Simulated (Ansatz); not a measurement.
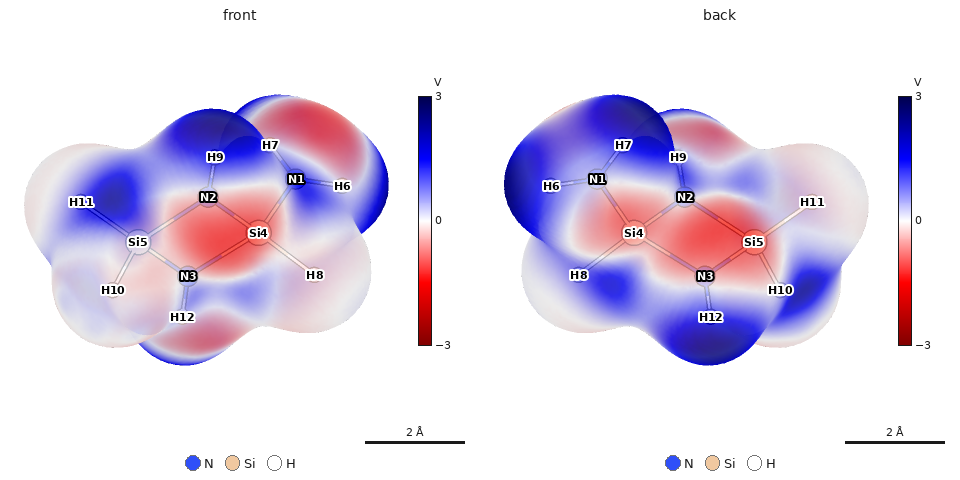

Figure 1: H₇N₃Si₂ (SMILES N[SiH]1N[SiH2]N1). The molecular electrostatic potential painted on the density surface at 0.004 e/bohr³, seen from the front and from behind; the colour scale runs from red (negative) to blue (positive).

Geometry: B3LYP-D3(BJ)/def2-SVP.

Method: Ansatz, isolated molecule in a Gaussian basis; Kohn-Sham density functional theory, functional PBE0.

```yaml
atoms:
  - { symbol: N, position_ang: [-2.7651, -0.3807, 1.1236] }
  - { symbol: N, position_ang: [-0.1957, 0.9886, 0.7413] }
  - { symbol: N, position_ang: [-0.1001, -1.3052, 0.0848] }
  - { symbol: Si, position_ang: [-1.4003, -0.1207, 0.1169] }
  - { symbol: Si, position_ang: [1.1053, -0.1759, 0.6597] }
  - { symbol: H, position_ang: [-3.6995, -0.4933, 0.7478] }
  - { symbol: H, position_ang: [-2.6935, -0.6715, 2.0927] }
  - { symbol: H, position_ang: [-2.0039, 0.1866, -1.2107] }
  - { symbol: H, position_ang: [-0.2861, 1.8917, 1.1851] }
  - { symbol: H, position_ang: [2.2083, 0.1246, -0.3044] }
  - { symbol: H, position_ang: [1.7573, -0.4991, 1.9677] }
  - { symbol: H, position_ang: [-0.0208, -2.1967, -0.3851] }
```

> Which sites attract a positive test charge, and which a negative one?

A positive charge is drawn to the negative regions and a negative charge to the positive ones. The most negative region (about −1.2 V, or −28 kcal/mol for a unit charge) lies over N1, N2 and N3, the most positive (about +2.6 V, or +60 kcal/mol for a unit charge) over H6, H7 and H12.

> What dipole moment does the calculation give?

Its dipole moment is 1.32 D.
